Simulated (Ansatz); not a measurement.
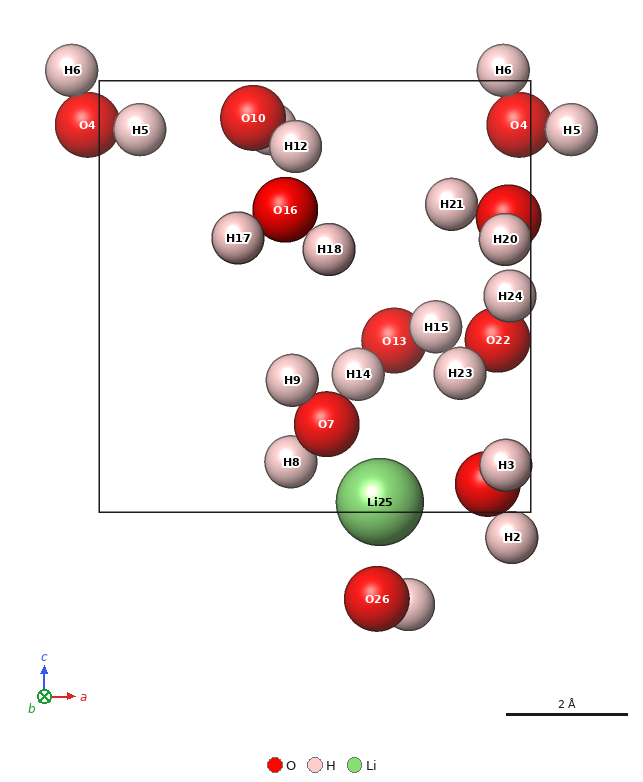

Fig. 1: The starting structure (spheres-only view of the cell of the calculation, along the b axis; atoms are numbered from 1 in the order of the input).

Molecular dynamics, with input and output: LiH₁₇O₉ (part 1 of 3)

LiH₁₇O₉ (disordered cell, 27 atoms in the cell), computed with DFT r2SCAN, scalar-relativistic, plane waves, PAW, no spin polarisation (Ansatz 0.2.0).

It belongs to a series of runs on one base structure; here: dynamics from the start. Figures and captions count atoms from 1; the log counts them from 0 in places.

### The program's output
```
Warning: md: disabling space-group detection — thermal motion breaks the input geometry's symmetry, so no spatial operation reduces the k-mesh or symmetrises the density; time reversal is kept, so that k and −k are solved as one point where they differ and the mesh holds both, and exact exchange and, on two spinor components, a DFT+U term hold to it where the run has them: on two components no moment then forms, and a state that bears one, which a typed moment (crystal.atoms[].spin; refused beside efield: under a hybrid functional) reaches, can lie lower, under hf by electronvolts; crystal.symmetry.detect: false (a key that needs symmetry detection or time reversal refuses this as the deck is read) with time_reversal: false beside it drops time reversal too
settings of this run that can trade accuracy for cost: accuracy: low. Do not mix this run's numbers with those of runs without the same settings; the input reference describes each key
Engine: ansatz 0.2.0, x86_64-unknown-linux-gnu
Pseudopotentials: kind: paw
Pseudopotential: O, paw, valence charge 6, recommended cutoff 500 eV (meta_gga), O.paw.azcp
Pseudopotential: H, paw, valence charge 1, recommended cutoff 500 eV (meta_gga), H.paw.azcp
Pseudopotential: Li, paw, valence charge 3, recommended cutoff 500 eV (meta_gga), Li.paw.azcp
Functional definition: r2SCAN
  parameter k0 = 0.174
  parameter k1 = 0.065
  parameter a1 = 4.9479
  exchange = r2scan_x(k0 = k0, k1 = k1, a1 = a1)
  correlation = r2scan_c
Crystal: 27 atoms, lattice volume = 369.200 Å³
Basis set: ecut = 500 eV, 9435 PW (Γ), exchange–correlation on 162×162×162 points (27 copies of the dense FFT grid, shifted against one another)
Bands: 64, of which v1, the nominal top of the filled ones, is band 37 counted from 1 (36 counted from 0)
Symmetry: 1 space group operations
k-points: 1
Non-local potential: O, projectors of the file, l = 0: 2, l = 1: 2, l = 2: 1
Non-local potential: H, projectors of the file, l = 0: 2, l = 1: 1
Non-local potential: Li, projectors of the file, l = 0: 3, l = 1: 2, l = 2: 1
PAW form: soft (Blöchl's): semilocal exchange-correlation on the pseudo side does not see the compensation charge
PAW frozen core: O, regenerated for the run's functional (the file was generated under x = pbe(κ = 0.804, μ = 0.2195149727645171), c = pbe(β = 0.06672455060314922))
PAW one-centre angular grid: O, 302 points (default); XC on 160 Gauss nodes
PAW one-centre angular grid: H, 302 points (default); XC on 160 Gauss nodes
PAW one-centre angular grid: Li, 302 points (default); XC on 327 of its mesh's 2665 points in the sphere
Initial density: superposition of atomic densities (neutral atoms: chi_scale 0, normalization atom), corrected by the library's trained network
Initial wavefunctions: pseudopotential atomic-orbital guess
Functional: x = r2scan, c = r2scan; τ floored in thin density (d = 2e-4 eV/Å³)
SCF iter   1: F=-5597.079312 eV  HF=-5597.602821 eV  |F-HF|=5.24e-1  |Δ(HF+E_count)|=         —  Δρ=5.65e-3  dr2=1.54e-1  dr2_τ=1.28e0  ethr=1.77e-3  ⟨swp⟩=6.0  Hψ=302  notcnv=0  defer=11
preconditioner: auto → Resta (q_TF=auto, 2.087 Å⁻¹)  ε∞=1.8  [insulator: Δε(μ)=4.409 eV  Ē_g=17.805 eV  σ=0.050 eV  W_gap=1.00  n_scr=56 (ndim 8)  ℏωp=16.4 eV  f_vac=0.409  D(μ)=0.00/eV (n_scr^D=0)  ε∞_Penn≈1.8]
SCF iter   2: F=-5597.138223 eV  HF=-5597.142964 eV  |F-HF|=4.74e-3  |Δ(HF+E_count)|=   4.60e-1  Δρ=3.31e-3  dr2=2.45e-2  dr2_τ=4.24e-3  ethr=2.08e-4  ⟨swp⟩=3.0  Hψ=128  notcnv=0  defer=20
SCF iter   3: F=-5597.141009 eV  HF=-5597.139207 eV  |F-HF|=1.80e-3  |Δ(HF+E_count)|=   3.76e-3  Δρ=1.11e-3  dr2=5.60e-3  dr2_τ=4.23e-4  ethr=3.31e-5  ⟨swp⟩=2.0  Hψ=82  notcnv=0
automatic band count: iteration 3 solves 44 bands in place of 64: the levels show a gap, and the empty bands left out lie too high to hold charge; the band table lists the bands solved (type scf.n_extra_bands for more)
SCF iter   4: F=-5597.142174 eV  HF=-5597.141727 eV  |F-HF|=4.48e-4  |Δ(HF+E_count)|=   2.52e-3  Δρ=3.08e-4  dr2=3.80e-4  dr2_τ=3.83e-5  ethr=7.57e-6  ⟨swp⟩=2.0  Hψ=82  notcnv=0
SCF iter   5: F=-5597.142229 eV  HF=-5597.142170 eV  |F-HF|=5.90e-5  |Δ(HF+E_count)|=   4.43e-4  Δρ=2.12e-4  dr2=1.33e-4  dr2_τ=1.87e-5  ethr=5.14e-7  ⟨swp⟩=3.0  Hψ=91  notcnv=0
SCF iter   6: F=-5597.142295 eV  HF=-5597.142266 eV  |F-HF|=2.91e-5  |Δ(HF+E_count)|=   9.63e-5  Δρ=4.37e-5  dr2=8.78e-6  dr2_τ=8.46e-7  ethr=1.80e-7  ⟨swp⟩=3.0  Hψ=78  notcnv=0
SCF iter   7: F=-5597.142645 eV  HF=-5597.142641 eV  |F-HF|=3.23e-6  |Δ(HF+E_count)|=   3.75e-4  Δρ=1.99e-5  dr2=1.37e-6  dr2_τ=1.66e-7  ethr=1.19e-8  ⟨swp⟩=3.0  Hψ=81  notcnv=0
SCF iter   8: F=-5597.142645 eV  HF=-5597.142645 eV  |F-HF|=5.45e-7  |Δ(HF+E_count)|=   3.25e-6  Δρ=8.46e-6  dr2=2.13e-7  dr2_τ=3.17e-8  ethr=1.85e-9  ⟨swp⟩=2.0  Hψ=80  notcnv=0
SCF iter   9: F=-5597.142645 eV  HF=-5597.142645 eV  |F-HF|=1.18e-7  |Δ(HF+E_count)|=   5.35e-7  Δρ=1.76e-6  dr2=1.38e-8  dr2_τ=8.88e-10  ethr=3.65e-11  ⟨swp⟩=3.0  Hψ=195  notcnv=0
SCF 1 converged in 9 iterations: F = -5597.142645 eV  dr2 = 1.38e-8
  greatest PAW one-centre occupation: 0.999 electrons in one spin orbital (limit 2), on the Li atom at site 24 (counted from 0), in its partial waves of l = 0
md step     0: t =     0.00 fs  T =   337.0 K  F+E_penalty+E_count = -5597.14264532 eV  E_kin = 1.176266 eV  (9 SCF iters)
Initial density: handed on by an earlier stage of this run
Initial wavefunctions: those handed on with the density
iter 1 solved again at ethr=1.32e-5 eV; its pass at ethr=3.10e-3 eV (dr2=9.75e-3 eV) is discarded
SCF iter   1: F=-5597.090421 eV  HF=-5597.090077 eV  |F-HF|=3.44e-4  |Δ(HF+E_count)|=         —  Δρ=2.56e-3  dr2=1.07e-2  dr2_τ=7.51e-3  ethr=1.32e-5  ⟨swp⟩=2.0  Hψ=233  notcnv=0
automatic band count: iteration 1 solves 42 bands in place of 64: the levels show a gap, and the empty bands left out lie too high to hold charge; the band table lists the bands solved (type scf.n_extra_bands for more)
preconditioner: auto → Resta (q_TF=auto, 2.087 Å⁻¹)  ε∞=2.3  [insulator: Δε(μ)=4.210 eV  Ē_g=14.495 eV  σ=0.050 eV  W_gap=1.00  n_scr=56 (ndim 8)  ℏωp=16.4 eV  f_vac=0.420  D(μ)=0.00/eV (n_scr^D=0)  ε∞_Penn≈2.3  vacuum switching on, ρ_ref=1.5e-2 e/Å³]
SCF iter   2: F=-5597.094148 eV  HF=-5597.093549 eV  |F-HF|=5.99e-4  |Δ(HF+E_count)|=   3.47e-3  Δρ=1.12e-3  dr2=1.50e-3  dr2_τ=3.81e-4  ethr=1.32e-5  ⟨swp⟩=2.0  Hψ=87  notcnv=0
SCF iter   3: F=-5597.094376 eV  HF=-5597.094181 eV  |F-HF|=1.95e-4  |Δ(HF+E_count)|=   6.31e-4  Δρ=4.70e-4  dr2=2.84e-4  dr2_τ=4.96e-5  ethr=2.03e-6  ⟨swp⟩=2.0  Hψ=71  notcnv=0
SCF iter   4: F=-5597.094429 eV  HF=-5597.094419 eV  |F-HF|=1.02e-5  |Δ(HF+E_count)|=   2.38e-4  Δρ=6.07e-5  dr2=1.03e-5  dr2_τ=1.20e-6  ethr=3.84e-7  ⟨swp⟩=2.0  Hψ=82  notcnv=0
SCF iter   5: F=-5597.094769 eV  HF=-5597.094771 eV  |F-HF|=1.70e-6  |Δ(HF+E_count)|=   3.52e-4  Δρ=3.72e-5  dr2=3.75e-6  dr2_τ=5.93e-7  ethr=1.39e-8  ⟨swp⟩=2.0  Hψ=78  notcnv=0
SCF iter   6: F=-5597.094771 eV  HF=-5597.094771 eV  |F-HF|=1.55e-7  |Δ(HF+E_count)|=   2.35e-8  Δρ=7.50e-6  dr2=1.24e-7  dr2_τ=1.30e-8  ethr=5.07e-9  ⟨swp⟩=2.0  Hψ=77  notcnv=0
SCF iter   7: F=-5597.094771 eV  HF=-5597.094771 eV  |F-HF|=7.22e-10  |Δ(HF+E_count)|=   1.84e-7  Δρ=2.40e-6  dr2=1.55e-8  dr2_τ=2.65e-9  ethr=3.65e-11  ⟨swp⟩=5.0  Hψ=183  notcnv=0
SCF 2 converged in 7 iterations: F = -5597.094771 eV  dr2 = 1.55e-8
md step     1: t =     0.50 fs  T =   320.5 K  F+E_penalty+E_count = -5597.09477123 eV  E_kin = 1.118584 eV  (7 SCF iters)
[... from here on the SCF iterations and repeated set-up lines of each step are left out, up to the last step ...]
md step     2: t =     1.00 fs  T =   305.3 K  F+E_penalty+E_count = -5597.01824791 eV  E_kin = 1.065505 eV  (7 SCF iters)
md step     3: t =     1.50 fs  T =   294.5 K  F+E_penalty+E_count = -5596.94647620 eV  E_kin = 1.027900 eV  (7 SCF iters)
md step     4: t =     2.00 fs  T =   280.7 K  F+E_penalty+E_count = -5596.89789298 eV  E_kin = 0.979695 eV  (7 SCF iters)
md step     5: t =     2.50 fs  T =   279.3 K  F+E_penalty+E_count = -5596.87219287 eV  E_kin = 0.974805 eV  (5 SCF iters)
md step     6: t =     3.00 fs  T =   300.1 K  F+E_penalty+E_count = -5596.86244057 eV  E_kin = 1.047451 eV  (5 SCF iters)
md step     7: t =     3.50 fs  T =   298.9 K  F+E_penalty+E_count = -5596.85857765 eV  E_kin = 1.043029 eV  (6 SCF iters)
md step     8: t =     4.00 fs  T =   298.3 K  F+E_penalty+E_count = -5596.84974925 eV  E_kin = 1.041051 eV  (5 SCF iters)
md step     9: t =     4.50 fs  T =   297.0 K  F+E_penalty+E_count = -5596.82690182 eV  E_kin = 1.036451 eV  (5 SCF iters)
md step    10: t =     5.00 fs  T =   291.6 K  F+E_penalty+E_count = -5596.78404377 eV  E_kin = 1.017608 eV  (7 SCF iters)
md step    11: t =     5.50 fs  T =   288.1 K  F+E_penalty+E_count = -5596.71741681 eV  E_kin = 1.005552 eV  (5 SCF iters)
md step    12: t =     6.00 fs  T =   265.0 K  F+E_penalty+E_count = -5596.63955287 eV  E_kin = 0.924726 eV  (6 SCF iters)
md step    13: t =     6.50 fs  T =   256.8 K  F+E_penalty+E_count = -5596.58593345 eV  E_kin = 0.896116 eV  (5 SCF iters)
md step    14: t =     7.00 fs  T =   255.0 K  F+E_penalty+E_count = -5596.57446755 eV  E_kin = 0.889964 eV  (5 SCF iters)
md step    15: t =     7.50 fs  T =   258.9 K  F+E_penalty+E_count = -5596.60383326 eV  E_kin = 0.903658 eV  (5 SCF iters)
md step    16: t =     8.00 fs  T =   278.3 K  F+E_penalty+E_count = -5596.65918140 eV  E_kin = 0.971322 eV  (6 SCF iters)
md step    17: t =     8.50 fs  T =   296.6 K  F+E_penalty+E_count = -5596.71182252 eV  E_kin = 1.035279 eV  (5 SCF iters)
md step    18: t =     9.00 fs  T =   295.7 K  F+E_penalty+E_count = -5596.72215427 eV  E_kin = 1.032124 eV  (5 SCF iters)
md step    19: t =     9.50 fs  T =   279.8 K  F+E_penalty+E_count = -5596.68175221 eV  E_kin = 0.976625 eV  (5 SCF iters)
automatic band count: iteration 1 solves 42 bands in place of 64: the levels show a gap, and the empty bands left out lie too high to hold charge; the band table lists the bands solved (type scf.n_extra_bands for more)
preconditioner: auto → Resta (q_TF=auto, 2.087 Å⁻¹)  ε∞=2.3  [insulator: Δε(μ)=3.859 eV  Ē_g=14.022 eV  σ=0.050 eV  W_gap=1.00  n_scr=56 (ndim 8)  ℏωp=16.2 eV  f_vac=0.413  D(μ)=0.00/eV (n_scr^D=0)  ε∞_Penn≈2.3  vacuum switching on, ρ_ref=1.4e-2 e/Å³]
md step    20: t =    10.00 fs  T =   241.4 K  F+E_penalty+E_count = -5596.60573039 eV  E_kin = 0.842470 eV  (7 SCF iters)
[...]
SCF iter   1: F=-5596.605730 eV  HF=-5596.605730 eV  |F-HF|=9.88e-10  |Δ(HF+E_count)|=         —  Δρ=2.78e-6  dr2=2.04e-8  dr2_τ=3.39e-9  ethr=2.74e-11  ⟨swp⟩=6.0  Hψ=325  notcnv=0
preconditioner: auto → Resta (q_TF=auto, 2.087 Å⁻¹)  ε∞=1.9  [insulator: Δε(μ)=3.864 eV  Ē_g=17.251 eV  σ=0.050 eV  W_gap=1.00  n_scr=56 (ndim 8)  ℏωp=16.2 eV  f_vac=0.413  D(μ)=0.00/eV (n_scr^D=0)  ε∞_Penn≈1.9  vacuum switching on, ρ_ref=2.2e-2 e/Å³]
SCF iter   2: F=-5596.605730 eV  HF=-5596.605730 eV  |F-HF|=3.25e-9  |Δ(HF+E_count)|=   4.38e-9  Δρ=9.89e-7  dr2=3.18e-9  dr2_τ=7.95e-10  ethr=2.74e-11  ⟨swp⟩=5.0  Hψ=181  notcnv=0
SCF 22 converged in 2 iterations: F = -5596.605730 eV  dr2 = 3.18e-9
```

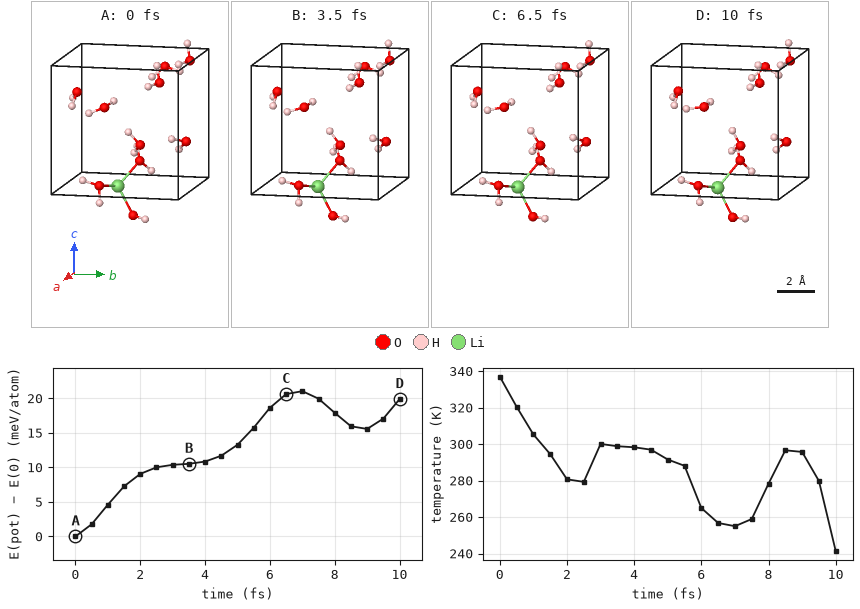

Fig. 2: Frames of the molecular dynamics (ball-and-stick, simulation cell, seen slightly off an axis) above the curves, on which the letters mark them. The trajectory kept here has 21 frames over 10 fs. The temperature starts at 337 K, ranges from 241 to 337 K and averages 273 K over the second half. The potential energy ends 19.9 meV/atom above its first value. With the common drift removed, the root-mean-square displacement is 0.15 Å, and H20 has moved furthest (0.45 Å).

```
SCF converged after 2 iterations
Free energy (F): -5596.605730 eV
Harris-Foulkes:  -5596.605730 eV  (|F-HF|=3.25e-9)
Internal energy: -5596.605730 eV  (E = F + TS)
E sigma→0 (E₀):  -5596.605730 eV
Fermi energy:    -0.906897 eV
--- Per-component energies (eV) ---
  E_band       = -888.085606
  E_kinetic    = 1839.080726
  E_local      = -6901.033955  (includes V_loc(G=0)·N_el)
  E_nonlocal   = 424.309486
  E_hartree    = 2607.604307
  E_xc         = -815.410604
  E_vxc        = -1182.531245  (∫ρ·V_xc dr)
  E_paw        = -1475.638311  (= ΣΔE_a)
  E_vpaw       = -366.547619  (= ΣTr[D̂ρ^β])
  E_aug_tail   = 0.001972  (compensation charges beyond the density's cutoff)
  E_vtau       = 83.425620  (kinetic-family band-sum trace: ∫τ·v_τ [+ j·A + Jᵃ·Aᵃ] dr)
  E_ewald      = -1275.231885
  E_core_change = -0.287468  (= ΣΔE_core)
  E_smearing   = -0.000000  (= −TS)
  E_closure    = 0.000000  (closes the sum)
  Σ components = -5596.605730   (vs F -5596.605730, Δ=0.00e0)
--- Forces (eV/Å), atoms counted from 1 ---
  atom   1  O      0.47933374    -1.36845857     0.74164882
  atom   2  H     -0.13307154    -0.00405810    -0.10360725
  atom   3  H     -0.75795421     1.49252808    -0.64383367
  atom   4  O     -0.46841014     0.10078191     1.06723427
  atom   5  H      0.00356346    -0.17693650     0.33081860
  atom   6  H      0.57666505     0.09128528    -1.29204861
  atom   7  O      1.40977336     0.34782342    -1.00897086
  atom   8  H     -0.44650307     0.32952046    -0.32874372
  atom   9  H     -1.14451993    -0.52908544     1.20352094
  atom  10  O      0.31142762     0.32804675    -0.51045765
  atom  11  H     -0.31845646    -0.02205575     0.40599501
  atom  12  H      0.19341553    -0.19866986     0.16902138
  atom  13  O     -0.93529434    -0.30616903    -0.61992409
  atom  14  H      0.40914127     0.75826131     0.68129921
  atom  15  H      0.37356457    -0.42167704     0.01651380
  atom  16  O      0.98928055    -0.55956110    -1.64535652
  atom  17  H      0.84479768     0.57289414     0.29406268
  atom  18  H     -1.83277981    -0.14360232     1.15337518
  atom  19  O      1.81023626    -0.98728840    -0.18978035
  atom  20  H     -0.82537039     0.95932090    -0.10443357
  atom  21  H     -0.66019404     0.18971160     0.22156144
  atom  22  O     -0.67518121    -0.80659108    -0.27913544
  atom  23  H      0.78919862     0.87431216     0.49710160
  atom  24  H      0.06245050    -0.16004367    -0.13678081
  atom  25  Li     0.36434048    -0.10822151    -0.03040892
  atom  26  O      0.15142174     0.98550853     0.26906127
  atom  27  H     -0.57077125    -1.23765655    -0.15774237
  max |Σ_I F_I| component: 1.04e-4 eV/Å
--- MD trajectory: 20 steps, t = 0.0 → 10.0 fs ---
  final state: T = 241.4 K   F+E_penalty+E_count = -5596.60573039 eV   E_kin = 0.842470 eV
settings of this run that can trade accuracy for cost: accuracy: low. Do not mix this run's numbers with those of runs without the same settings; the input reference describes each key
```

### Trajectory as extended XYZ (Å, eV, eV/Å), 18 of the 21 frames kept, from step=0 to step=20
```
27
Lattice="7.1739 0.0000 0.0000 0.0000 7.1739 0.0000 0.0000 0.0000 7.1739" Properties=species:S:1:pos:R:3:forces:R:3 step=0 time_fs=0.0 energy=-5597.14264 temperature=337.0
O    -0.7153    2.5439    0.4697    0.1505  -0.4262   0.0723
H    -0.3160    2.6519   -0.4202   -0.0436  -0.0043  -0.0106
H    -0.4152    1.6774    0.7807   -0.1764   0.3365  -0.1075
O     6.9828    6.0682    6.4392   -0.1163  -0.0328   0.2626
H     7.8480    5.6291    6.3597    0.0792   0.0167   0.0305
H     6.7158    5.8578    7.3445    0.0891   0.0553  -0.2397
O     3.7825    4.1836    1.4633   -0.7465   0.2535   0.2375
H     3.1859    4.7005    0.8377    0.2162  -0.1097   0.0063
H     3.2089    3.9065    2.1922    0.3043   0.0749  -0.1454
O     2.5573    5.3150    6.5548   -0.0630  -0.1789   0.3051
H     2.8519    6.2199    6.3748    0.0126   0.1241  -0.2052
H     3.2640    4.7492    6.0792    0.0885   0.0043  -0.0426
O     4.9036    7.0730    2.8532   -0.6077  -0.6721  -0.5720
H     4.3046    6.5223    2.2926    0.6538   0.6483   0.6365
H     5.5928    6.4134    3.0823   -0.0204  -0.0330  -0.0147
O     3.0929    0.4813    5.0275   -1.1873  -0.9241  -1.2880
H     2.3061    0.0541    4.5594    1.6231   0.9267   0.9798
H     3.8201    0.3676    4.3672   -0.4234  -0.0185   0.3209
O     6.8056    2.9178    4.9011    0.0744  -0.1577  -0.0272
H     6.7499    2.0279    4.5343   -0.0601   0.1450   0.0219
H     5.8575    3.2090    5.1176   -0.1971   0.0750   0.0481
O     6.6220    4.8904    2.8666   -0.2285  -0.0714  -0.2507
H     5.9985    4.3946    2.3096    0.3007   0.1379   0.2728
H     6.8273    4.2718    3.5937   -0.0284  -0.0510  -0.0030
Li    4.6650    3.1641    0.1704    0.2233  -0.1485  -0.2191
O     4.6147    4.0103    5.7337    0.2082   0.2276  -0.1692
H     5.1423    4.8188    5.6381   -0.1253  -0.1981   0.1004
```
